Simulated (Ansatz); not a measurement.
**Al₂H₂ (triplet): one geometry, many settings at distance Al1–H3 = 1.589 Å**

What do other methods and options give for Al₂H₂ (triplet) at this geometry, and how long do they take?

Program: Ansatz 0.2.0, Gaussian basis. Level of theory: the settings change from run to run. These are calculated values, not measurements.

17 further runs of the same task are left out: 15 that didn't finish, 2 set aside as unsound or not needed.

### Step 1. What is computed

The geometry derives from a PBE0/def2-TZVP stationary point (not a proven minimum). One bond is set to the value named and the two fragments are kept rigid.

4 atoms, charge 0, spin multiplicity 3.

Atoms are counted from 1 here; the program's logs count them from 0.

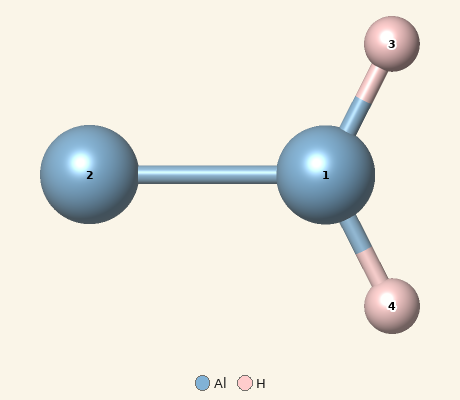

The structure; aluminium light blue, hydrogen pink; atoms are numbered from 1 in the order of the file.

### Step 2. CCSD/def2-SVP

Input file in.yaml:

```yaml
crystal:
  periodic: [false, false, false]
  atoms:
    - {symbol: Al, position_ang: [0.000000, 0.000000, -1.200958]}
    - {symbol: Al, position_ang: [0.000000, 0.000000, 1.344142]}
    - {symbol: H, position_ang: [0.000000, 1.418400, -1.916458]}
    - {symbol: H, position_ang: [0.000000, -1.418400, -1.916458]}
basis:
  gaussian: {orbitals: def2-SVP}
magnetization: {spin_polarized: true, initial_magnetization: 2}
hamiltonian: {xc: {name: PBE}, pseudopotentials: {relativity: scalar}}
correlation: {method: ccsd, electrons: all, diis_vectors: 1}
```

The run is started by

```
> ansatz run in.yaml --threads 1 --pin off --events-out ev --progress --plain --max-ram 2393MiB
```

The program printed, cut to the lines that bear on the results:

```text
Functional definition: PBE
  name "PBE"
  cite "Perdew, Burke & Ernzerhof, Phys. Rev. Lett. 77, 3865 (1996) doi:10.1103/PhysRevLett.77.3865"
  parent pbe
[...]
420 factors; integrals over basis functions are off by at most 1.2e-3 eV
[...]
mean field -13233.62971704 eV, -486.3269220250 hartree, gradient 6.9e-6 eV, S^2 2.002894; 7 other end points of the search recorded, 0 dependent functions left out
reference -13212.39919892 eV, -485.5467148746 hartree; 15, 13 occupied and 31, 33 virtual orbitals, 420 factors
second order -3.40382409 eV of doubles, -0.36828959 eV of singles
cycle   1  -4.21376969 eV  change   -4.5e-1 eV  update   6.6e-2
[...]
cycle  15  -4.43508748 eV  change    4.5e-6 eV  update   2.9e-5
Total energy: -13216.83428640 eV, -485.7097013332 hartree
Relativity: scalar
```

Run time: 3.3 s. Hardware: 1 thread of Intel Xeon 6975P-C, shared host.

From the report: ⟨S²⟩ of the determinant 2.003 (pure triplet: 2.00); correlation -4.4351 eV; T1 0.018; largest double amplitude 0.08. The orbitals are Kohn-Sham ones, so correlation energy and T1 don't compare with those on Hartree-Fock orbitals.

### Step 3. CCSD on ROHF/aug-cc-pVDZ

Input file in.yaml:

```yaml
crystal:
  periodic: [false, false, false]
  atoms:
    - {symbol: Al, position_ang: [0.000000, 0.000000, -1.200958]}
    - {symbol: Al, position_ang: [0.000000, 0.000000, 1.344142]}
    - {symbol: H, position_ang: [0.000000, 1.418400, -1.916458]}
    - {symbol: H, position_ang: [0.000000, -1.418400, -1.916458]}
basis:
  gaussian: {orbitals: aug-cc-pVDZ}
magnetization: {spin_polarized: false, initial_magnetization: 2}
correlation: {method: ccsd, electrons: outside_noble_gas}
```

Launched as before.

The program printed, cut to the lines that bear on the results:

```text
Functional definition: HF
  name "HF"
  cite "Fock, Z. Phys. 61, 126 (1930) doi:10.1007/BF01340294"
  parent pbe
[...]
712 factors; integrals over basis functions are off by at most 4.8e-4 eV
[...]
mean field -13195.68511424 eV, -484.9324835918 hartree, gradient 2.3e-6 eV, S^2 2.000000; 11 other end points of the search recorded, 0 dependent functions left out
[...]
determinant -13195.68511424 eV, -484.9324835918 hartree, with singles and doubles -13199.53126244 eV, -485.0738269309 hartree
determinant -13195.20594882 eV, -484.9148745872 hartree, with singles and doubles -13198.87122479 eV, -485.0495709947 hartree
determinant -13193.67934292 eV, -484.8587728554 hartree, with singles and doubles -13197.77773960 eV, -485.0093861553 hartree
determinant -13192.90276147 eV, -484.8302340133 hartree, with singles and doubles -13197.04403129 eV, -484.9824228723 hartree
10 core orbitals not correlated: weight in the atoms' cores, before any rotation towards them, 1.000 or more for the frozen orbitals, at most 0.000 for the correlated occupied ones
reference -13195.68511424 eV, -484.9324835918 hartree; 5, 3 occupied and 57, 59 virtual orbitals, 712 factors
second order -2.84790566 eV of doubles, -0.05185127 eV of singles
cycle   1  -3.81809884 eV  change   -9.2e-2 eV  update   1.9e-2
[...]
cycle  10  -3.82664929 eV  change   -2.8e-6 eV  update   5.9e-6
Total energy: -13199.51176353 eV, -485.0731103592 hartree
```

Wall time 5.5 s (1 thread of Intel Xeon 6975P-C, shared host).

From the report: correlation -3.8266 eV; T1 0.038; largest double amplitude 0.05.

### Step 4. NEVPT2(4,3)/6-31G

in.yaml, as its differences from that of step 3:

```diff
@@ -8,4 +8,4 @@
 basis:
-  gaussian: {orbitals: aug-cc-pVDZ}
+  gaussian: {orbitals: 6-31G}
 magnetization: {spin_polarized: false, initial_magnetization: 2}
-correlation: {method: ccsd, electrons: outside_noble_gas}
+correlation: {method: sc_nevpt2, electrons: valence, active_space: {window: {electrons: 4, orbitals: 3}}}
```

The command is unchanged.

The program printed, cut to the lines that bear on the results:

```text
Functional definition: HF
  name "HF"
  cite "Fock, Z. Phys. 61, 126 (1930) doi:10.1007/BF01340294"
  parent pbe
[...]
340 factors; integrals over basis functions are off by at most 1.5e-4 eV
[...]
mean field -13194.10432939 eV, -484.8743908199 hartree, gradient 1.1e-6 eV, S^2 2.000000; 6 other end points of the search recorded, 0 dependent functions left out
reference -13194.10432939 eV, -484.8743908199 hartree; 15, 13 occupied and 15, 17 virtual orbitals, 340 factors
state -13194.10432939 eV, -484.8743908199 hartree
state -13194.10432939 eV, -484.8743908199 hartree; corrected -13195.54232544 eV, -484.9272362003 hartree
WARN: 1 active orbitals are nearly empty or full. The corrections depend on them more than the energy does, and are more stable in an active space without them
Total energy: -13195.54232544 eV, -484.9272362003 hartree
```

It took 0.63 s on 1 thread of Intel Xeon 6975P-C, shared host.

From the report: 4 determinants; active occupations 2.00, 1.00, 1.00. The report marks this result as in doubt.

### Step 5. CCSDT(Q)/B/6-31G

in.yaml, as its differences from that of step 4:

```diff
@@ -10,2 +10,5 @@
 magnetization: {spin_polarized: false, initial_magnetization: 2}
-correlation: {method: sc_nevpt2, electrons: valence, active_space: {window: {electrons: 4, orbitals: 3}}}
+hamiltonian: {xc: {name: PBE}}
+correlation: {method: ccsdt_q_b, electrons: valence}
+accuracy: high
+scf: {lower_state_search: full}
```

Launched as before.

The program printed, cut to the lines that bear on the results:

```text
Functional definition: PBE
  name "PBE"
  cite "Perdew, Burke & Ernzerhof, Phys. Rev. Lett. 77, 3865 (1996) doi:10.1103/PhysRevLett.77.3865"
  parent pbe
[...]
661 factors; integrals over basis functions are off by at most 3.4e-9 eV
[...]
mean field -13215.10990319 eV, -485.6463314191 hartree, gradient 7.0e-8 eV, S^2 2.000000; 11 other end points of the search recorded, 0 dependent functions left out
[...]
10 core orbitals not correlated: weight in the atoms' cores, before any rotation towards them, 1.000 or more for the frozen orbitals, at most 0.000 for the correlated occupied ones
reference -13193.63766982 eV, -484.8572413970 hartree; 5, 3 occupied and 15, 17 virtual orbitals, 661 factors
second order -1.68500446 eV of doubles, -0.22445378 eV of singles
cycle   1  -2.31373418 eV  change   -4.1e-1 eV  update   7.2e-2
[...]
cycle  26  -2.59746641 eV  change   1.8e-10 eV  update  5.6e-10
perturbative correction -0.00273847 eV, -0.0001006369 hartree
Total energy: -13196.23787470 eV, -484.9527971638 hartree
```

Run time: 10 s. Hardware: 1 thread of Intel Xeon 6975P-C, shared host.

From the report: correlation -2.6002 eV; T1 0.030; largest double amplitude 0.10. The orbitals are Kohn-Sham ones, so correlation energy and T1 don't compare with those on Hartree-Fock orbitals.

### Step 6. All runs side by side

Where basis and cores are those of an earlier FCI/6-31G run (-13196.3624 eV), and the state is the same kind, the miss against it is given. † marks a result that the program doubts.

```csv
level,correlated,functions,energy (eV),from FCI (meV),time
"CCSD/def2-SVP (on PBE orbitals, relativity set)",all,46,-13216.8343,,3.3 s
CCSD on ROHF/aug-cc-pVDZ,outside noble gas,72,-13199.5118,,5.5 s
"NEVPT2(4,3)/6-31G †",valence,30,-13195.5423,,0.63 s
CCSDT(Q)/B/6-31G (on PBE orbitals),valence,30,-13196.2379,124.5,10 s
```

### Step 7. Summary of results

```
quantity                                     value
    runs                                         4
quickest               NEVPT2(4,3)/6-31G †, 0.63 s
 slowest  CCSDT(Q)/B/6-31G (on PBE orbitals), 10 s
```

What this shows: Total energies in different bases, with other cores or another treatment of relativity can't be set against each other. CCSDT(Q)/B/6-31G (on PBE orbitals) took 16 times as long as NEVPT2(4,3)/6-31G †; the jobs differ in more than the method. Cores frozen from Kohn-Sham orbitals shift the total energy.
